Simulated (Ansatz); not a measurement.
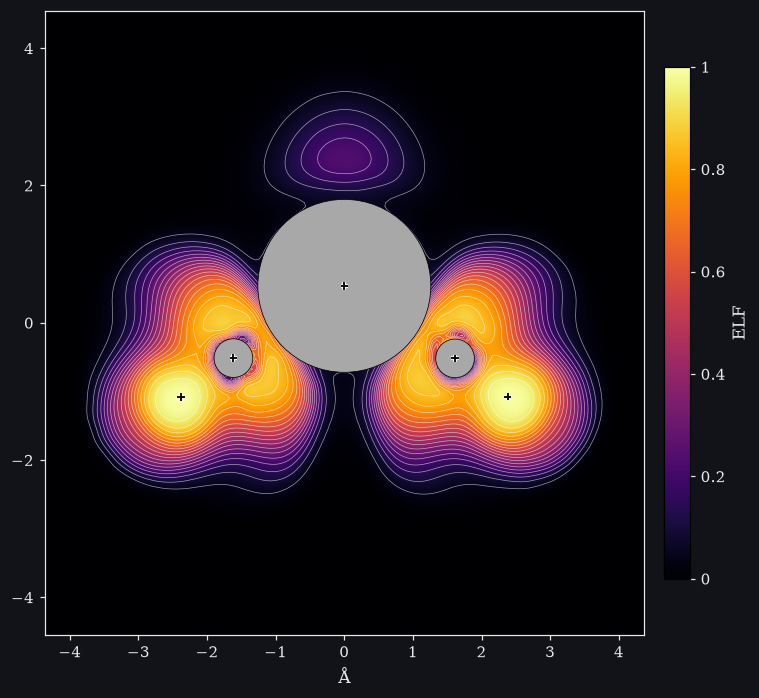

The ELF on a plane through atoms (crosses mark nuclei in the plane; grey discs cover the cores).

Theory: isolated molecule in a Gaussian basis; Kohn-Sham density functional theory, functional PBE0 in Ansatz 0.2.0.

Candidates:
A. CH$_{6}$HfO$_{3}$
B. BH$_{8}$NO$_{2}$Si$_{2}$
C. H$_{3}$O$_{4}$Ta

Question: Which candidate gave the map?

Answer: Candidate A: CH$_{6}$HfO$_{3}$ on the plane of atoms O3, Hf2 and O5, which holds Hf, O and H. Hf–O (1.93 Å): the ELF peaks at about 0.80 in the valence shell of O, 0.5 Å from its nucleus, and drops to about 0.20 between the two atoms. O–H (0.95 Å): the ELF climbs to about 1 towards the hydrogen, as it does in any bond to H: a covalent bond by its length.
